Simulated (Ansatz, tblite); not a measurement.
**How methods differ on SnSiH6O (SMILES [SiH3][O][SnH3])**

The species is SnSiH6O (9 atoms), meant as a singlet with charge 0. SMILES: `[SiH3][O][SnH3]`. Geometry: relaxed at PBE0-D4/def2-TZVP.

```xyz
9

Si   -0.7075    1.1063   -0.9618
O     0.5496    0.2327   -0.4110
Sn    0.8371   -1.1457    0.9564
H    -1.7860    0.2281   -1.5020
H    -0.2330    2.0041   -2.0464
H    -1.3096    1.9374    0.1212
H     2.4937   -1.4998    0.8299
H    -0.1660   -2.4609    0.5447
H     0.4101   -0.4484    2.4520
```

Each level gives the electronic atomisation energy (eV). The values are calculated. Electronic energies at fixed atoms, without zero-point motion or spin-orbit coupling.

| level | kind | program | value (eV) | less CCSD(T)/def2-SVP | CPU time (all runs) |
| --- | --- | --- | --- | --- | --- |
| GFN2-xTB | semi-empirical | tblite | 25.85 | +1.10 | under 2 s |
| HF/def2-SVP (core potential) | Hartree–Fock | Ansatz | 19.04 | -5.71 | 2.4 s |
| revPBE/def2-SVP (core potential) | GGA | Ansatz | 24.95 | +0.20 | 6.6 s |
| r2SCAN/def2-SVP (core potential) | meta-GGA | Ansatz | 26.09 | +1.34 | 13 s |
| BHLYP/def2-SVP (core potential) | global hybrid | Ansatz | 25.45 | +0.70 | 6.7 s |
| wB97M-V/def2-SVP (core potential) | range-separated hybrid | Ansatz | 26.56 | +1.81 | 50 s |
| B2PLYP/def2-SVP (core potential) | double hybrid | Ansatz | 25.57 | +0.82 | 9.7 s |
| RPA@PBE/def2-SVP (core potential) | RPA | Ansatz | 24.13 | -0.62 | 12 s |
| CCSD(T)/def2-SVP (core potential) | coupled cluster or CI | Ansatz | 24.75 | 0.00 | 15 s |

Differences are taken from CCSD(T)/def2-SVP (core potential) for orientation; it has basis-set and higher-order errors of its own. Correlated wave functions underbind in double-zeta sets. The values span 19.04 to 26.56 eV. In the correlated wave-function rows the outer d shell of Sn is correlated, in sets not made for it. In so small a basis fixed costs decide the times, and correlated methods can beat functionals. Times are those of the runs behind each value, whatever else they computed, on shared processors of several kinds: orders of magnitude only.

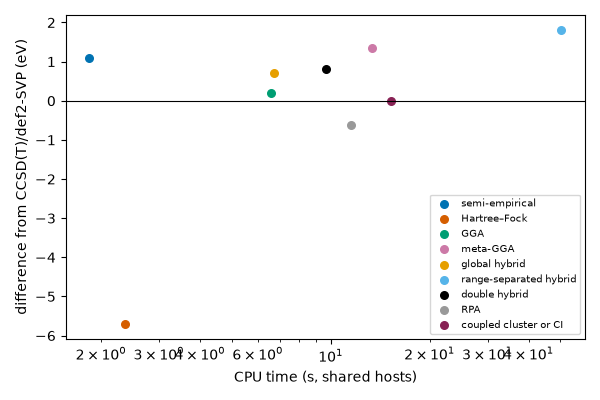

Difference from CCSD(T)/def2-SVP against processor time, one point a level.
